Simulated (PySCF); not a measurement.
```yaml
atoms:
  - { symbol: C, position_ang: [-0.7201, -1.4058, -0.4551] }
  - { symbol: C, position_ang: [-0.6265, 0.1243, -0.5106] }
  - { symbol: Si, position_ang: [-2.1848, 0.9221, 0.2588] }
  - { symbol: Si, position_ang: [0.9575, 0.7737, 0.2997] }
  - { symbol: F, position_ang: [0.8427, 0.5697, 1.9045] }
  - { symbol: C, position_ang: [2.5019, -0.2466, -0.1653] }
  - { symbol: Cl, position_ang: [2.8043, -0.1184, -1.9196] }
  - { symbol: H, position_ang: [0.0921, -1.8710, -1.0117] }
  - { symbol: H, position_ang: [-0.6761, -1.7580, 0.5736] }
  - { symbol: H, position_ang: [-1.6592, -1.7486, -0.8870] }
  - { symbol: H, position_ang: [-0.6028, 0.4150, -1.5651] }
  - { symbol: H, position_ang: [-2.2799, 0.5719, 1.6741] }
  - { symbol: H, position_ang: [-3.3569, 0.4053, -0.4549] }
  - { symbol: H, position_ang: [-2.1068, 2.3745, 0.0961] }
  - { symbol: H, position_ang: [1.2097, 2.1940, 0.1183] }
  - { symbol: H, position_ang: [2.3987, -1.3066, 0.0564] }
  - { symbol: H, position_ang: [3.3990, 0.1166, 0.3310] }
```

Geometry: GFN2-xTB.

Method: CAM-B3LYP/def2-SVPD, SCF density, gas phase (PySCF 2.14.0).

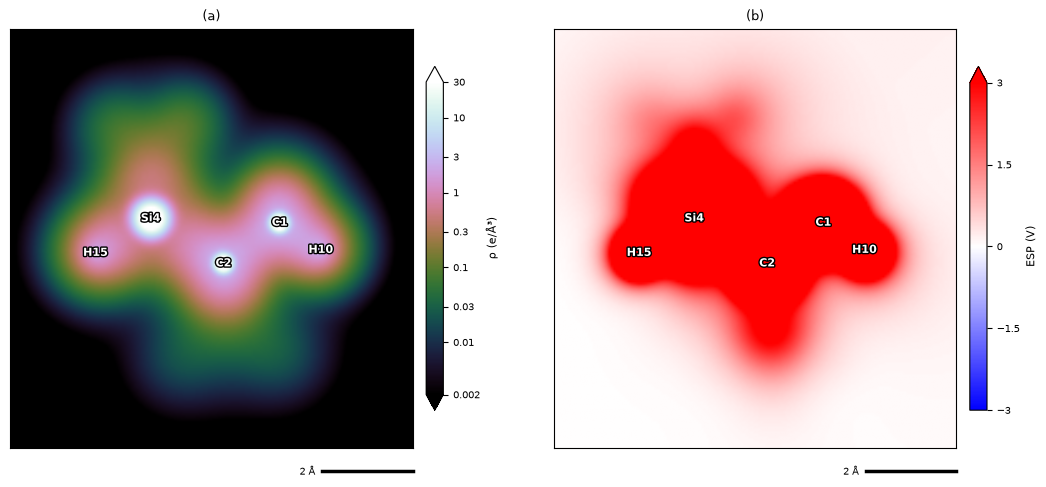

C₃H₁₀ClFSi₂. (a) total electron density; (b) electrostatic potential on the plane of atoms C2, C1 and H10.

**Read the bonding off the picture.**

The section cuts through C, Si and H sites. C–C (1.53 Å): ρ is about 1.6 e/Å³ halfway. C–Si (1.89 Å): ρ is about 0.96 e/Å³ halfway. C–H (1.09 Å): ρ is about 2 e/Å³ halfway. Si–H (1.45 Å): the density is about 0.83 e/Å³ at the midpoint. The potential has no marked negative region in this plane.
